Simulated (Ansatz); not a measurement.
**AlH4O3F: geometry relaxation (part 2 of 2)**

Continued. System: AlH4O3F. Method: RKS B3LYP/def2-SVP (Ansatz 0.2.0). It belongs to a series of runs on one base structure; here: end point A relaxed.

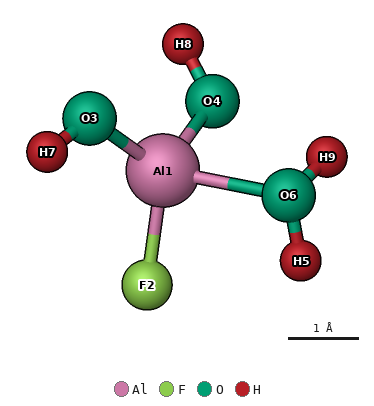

Fig. 1: The geometry at step 10 of the log (ball-and-stick view, seen at a tilt; atoms are numbered from 1 in the order of the input).

### Trajectory as extended XYZ, continued
```
9
Properties=species:S:1:pos:R:3:forces:R:3 step=6 energy=-15517.45610
Al   -0.4064    0.2767    0.0553    0.3953   0.4084  -0.0838
F     0.1399    1.6539   -0.7869   -0.0871  -0.0284   0.0327
O    -1.7059   -0.5902   -0.5774   -0.4441  -0.3311  -0.2799
O    -0.1855    0.3067    1.7397    0.1368  -0.0666   0.3464
H     1.6461    0.2859   -0.9637   -0.1464  -0.2352   0.0155
O     1.3219   -0.5308   -0.5209    0.5570   0.2718  -0.0378
H    -2.0463   -0.5189   -1.4720   -0.0190  -0.0040   0.0228
H    -0.7486   -0.1689    2.3549   -0.0283   0.0553   0.0052
H     1.9849   -0.7145    0.1710   -0.3642  -0.0702  -0.0212
9
Properties=species:S:1:pos:R:3:forces:R:3 step=7 energy=-15517.48525
Al   -0.4165    0.2985    0.0430    0.0861  -0.0775  -0.1142
F     0.1057    1.6820   -0.7965   -0.0800  -0.0546   0.0807
O    -1.7156   -0.6108   -0.5968    0.0735   0.0329   0.1199
O    -0.1423    0.2965    1.7362    0.0710  -0.0401  -0.1160
H     1.6955    0.3024   -0.9287   -0.0359  -0.2017   0.0353
O     1.3310   -0.5191   -0.5361    0.2126   0.2109   0.1201
H    -2.0684   -0.5351   -1.4857    0.0008   0.0352  -0.0212
H    -0.7114   -0.1585    2.3606   -0.0626   0.0258   0.0253
H     1.9219   -0.7559    0.2040   -0.2654   0.0691  -0.1298
9
Properties=species:S:1:pos:R:3:forces:R:3 step=8 energy=-15517.50591
Al   -0.4059    0.2942    0.0188   -0.0397  -0.0048  -0.1235
F     0.0610    1.7047   -0.8009   -0.0484  -0.0578   0.0581
O    -1.7069   -0.6274   -0.6014    0.0524   0.0382   0.0672
O    -0.0877    0.2615    1.7068   -0.0226  -0.1312  -0.0116
H     1.7468    0.3024   -0.9098    0.0373  -0.1724   0.0977
O     1.3328   -0.5027   -0.5390    0.1816   0.0058   0.2510
H    -2.0910   -0.5273   -1.4761    0.0224   0.0272   0.0312
H    -0.6866   -0.1441    2.3410    0.0260   0.0816  -0.0434
H     1.8374   -0.7615    0.2606   -0.2091   0.2136  -0.3267
9
Properties=species:S:1:pos:R:3:forces:R:3 step=9 energy=-15517.52392
Al   -0.4017    0.2848   -0.0110   -0.0007   0.0600  -0.0455
F     0.0184    1.7207   -0.8039   -0.0592  -0.0489   0.0315
O    -1.7114   -0.6391   -0.6063    0.0065   0.0402  -0.0332
O    -0.0279    0.1967    1.6701   -0.2107  -0.1887   0.1010
H     1.8095    0.2781   -0.9077    0.0295  -0.1262   0.1317
O     1.3460   -0.4929   -0.5294    0.1608  -0.1078   0.3267
H    -2.1311   -0.5053   -1.4615    0.0470   0.0053   0.0872
H    -0.6678   -0.1281    2.3170    0.1887   0.1331  -0.1595
H     1.7659   -0.7151    0.3325   -0.1620   0.2329  -0.4400
9
Properties=species:S:1:pos:R:3:forces:R:3 step=10 energy=-15517.53646
Al   -0.3993    0.2805   -0.0323    0.0200   0.0830  -0.0209
F    -0.0235    1.7372   -0.8052   -0.0324  -0.0899   0.0414
O    -1.7139   -0.6438   -0.6114   -0.0084   0.0191  -0.0472
O     0.0094    0.1465    1.6413   -0.1724  -0.1040   0.0416
H     1.8545    0.2482   -0.9001    0.0187  -0.0809   0.0713
O     1.3570   -0.4972   -0.5183    0.1026  -0.0190   0.2410
H    -2.1570   -0.4864   -1.4501    0.0283  -0.0024   0.0561
H    -0.6473   -0.1166    2.2967    0.1483   0.0745  -0.0718
H     1.7199   -0.6684    0.3793   -0.1047   0.1196  -0.3116
9
Properties=species:S:1:pos:R:3:forces:R:3 step=11 energy=-15517.54182
Al   -0.4074    0.2794   -0.0426    0.1021  -0.0093  -0.0190
F    -0.0457    1.7376   -0.8073   -0.0398   0.0358   0.0113
O    -1.7190   -0.6472   -0.6208   -0.0169   0.0031  -0.0086
O     0.0305    0.1129    1.6227   -0.1530  -0.0399   0.0090
H     1.8922    0.2299   -0.8894   -0.0507  -0.0638   0.0312
O     1.3593   -0.4921   -0.5118    0.0799   0.0173   0.0782
H    -2.1714   -0.4762   -1.4508    0.0040   0.0000   0.0118
H    -0.6200   -0.1060    2.2980    0.1039   0.0374  -0.0195
H     1.6814   -0.6384    0.4019   -0.0295   0.0194  -0.0945
9
Properties=species:S:1:pos:R:3:forces:R:3 step=12 energy=-15517.54398
Al   -0.4024    0.2742   -0.0590   -0.0044   0.0153   0.0674
F    -0.0909    1.7582   -0.7930    0.0318  -0.0271  -0.0075
O    -1.7170   -0.6517   -0.6323    0.0086  -0.0186  -0.0324
O     0.0388    0.0917    1.6052   -0.0733  -0.0253  -0.0125
H     1.9233    0.2034   -0.8857   -0.0087  -0.0251  -0.0058
O     1.3708   -0.5004   -0.5058   -0.0354   0.0855  -0.0174
H    -2.1843   -0.4651   -1.4505    0.0015  -0.0024   0.0045
H    -0.6009   -0.0881    2.3007    0.0784   0.0211  -0.0293
H     1.6625   -0.6222    0.4203    0.0017  -0.0235   0.0330
9
Properties=species:S:1:pos:R:3:forces:R:3 step=13 energy=-15517.54541
Al   -0.4091    0.2773   -0.0585    0.0314  -0.0033  -0.0003
F    -0.0939    1.7613   -0.7918    0.0021  -0.0262   0.0107
O    -1.7145   -0.6559   -0.6424    0.0040   0.0053  -0.0104
O     0.0451    0.0837    1.5998   -0.0608  -0.0031   0.0073
H     1.9222    0.1995   -0.8818    0.0091   0.0050  -0.0129
O     1.3619   -0.4964   -0.5015   -0.0094   0.0176  -0.0155
H    -2.1814   -0.4664   -1.4603    0.0017  -0.0009   0.0061
H    -0.5801   -0.0808    2.3104    0.0335   0.0110   0.0087
H     1.6496   -0.6226    0.4261   -0.0116  -0.0054   0.0062
9
Properties=species:S:1:pos:R:3:forces:R:3 step=14 energy=-15517.54589
Al   -0.4102    0.2738   -0.0562    0.0038   0.0002  -0.0172
F    -0.0922    1.7583   -0.7860   -0.0099   0.0086   0.0044
O    -1.7113   -0.6597   -0.6496    0.0067   0.0064   0.0105
O     0.0414    0.0784    1.6019   -0.0159  -0.0028  -0.0247
H     1.9230    0.1999   -0.8854   -0.0065   0.0084   0.0050
O     1.3586   -0.4932   -0.5058   -0.0082  -0.0211   0.0175
H    -2.1775   -0.4659   -1.4666   -0.0017   0.0014  -0.0036
H    -0.5732   -0.0691    2.3245    0.0091   0.0017   0.0097
H     1.6413   -0.6226    0.4231    0.0227  -0.0027  -0.0016
```

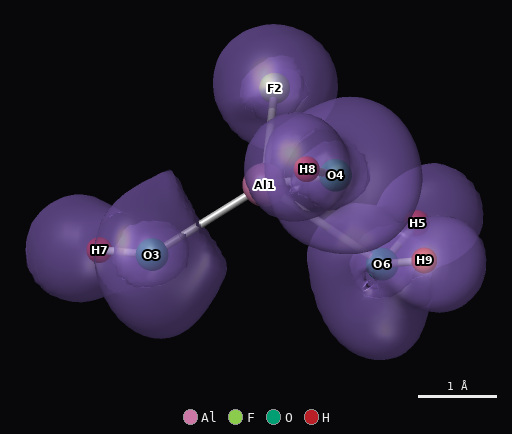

Fig. 2: Isosurface of the ELF at 0.75 (purple), seen from the side. Only the valence region is drawn (cores and ρ < 0.01 e/Å³ removed). Along the contacts the grid gives the following. Al–F (1.68 Å): the ELF peaks at about 0.85 in the valence shell of F, 0.5 Å from its nucleus, and is about 0.30 at the midpoint. Al–O (1.71 Å): the ELF peaks at about 0.85 in the valence shell of O, 0.6 Å from its nucleus, and is about 0.40 at the midpoint.

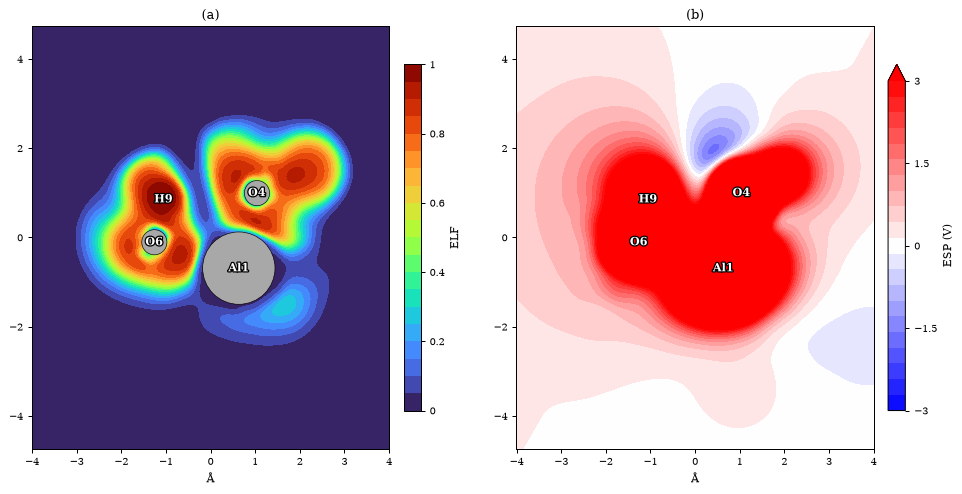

Fig. 3: (a) electron localisation function; (b) molecular electrostatic potential on the plane of atoms Al1, O6 and H9. Grey discs, where drawn, cover atomic cores. The section cuts through Al, O and H sites. Al–O (1.73 Å): the ELF peaks at about 0.90 in the valence shell of O, 0.6 Å from its nucleus, and is about 0.35 at the midpoint. O–H (0.98 Å): the ELF climbs to about 1 towards the hydrogen, as it does in any bond to H (a covalent bond by its length). Al–O (1.98 Å): the ELF peaks at about 0.90 in the valence shell of O, 0.6 Å from its nucleus, and is about 0.55 at the midpoint.

This output came from the following input.

### Input
```yaml
crystal:
  periodic: [false, false, false]
  atoms:
    - { symbol: Al, position_ang: [-0.798207, 0.399401, 0.188374] }
    - { symbol: F, position_ang: [0.151336, 1.516155, -0.734086] }
    - { symbol: O, position_ang: [-2.059107, -0.46703, -0.529315] }
    - { symbol: O, position_ang: [-0.477982, 0.374449, 1.84789] }
    - { symbol: H, position_ang: [1.856006, 0.199235, -1.058273] }
    - { symbol: O, position_ang: [1.995178, -0.715811, -0.764431] }
    - { symbol: H, position_ang: [-2.240878, -0.508655, -1.472212] }
    - { symbol: H, position_ang: [-0.941173, -0.186016, 2.476364] }
    - { symbol: H, position_ang: [2.514727, -0.611829, 0.04559] }
basis:
  gaussian: { orbitals: def2-SVP }
hamiltonian:
  xc: b3lyp
relax:
  f_tol: 0.03
  max_steps: 50
output:
  orbitals: {}
```

Run as:
```bash
ansatz run input.yaml --threads 2 --pin off --max-ram 3072MiB --backend cpu --events-out ev --progress --plain --runs-dir out
```

### Results in brief

- outcome: converged
- total energy: −15517.5461 eV
- mean-field energy: −15517.5461 eV
- largest force (length of the vector) at the end: 0.030 eV/Å
- hardware: 2 threads of Arm Neoverse V1, 24 GiB of memory available, shared host
- wall time: 30 s (CPU time 57 s)
- peak memory: 0.18 GiB
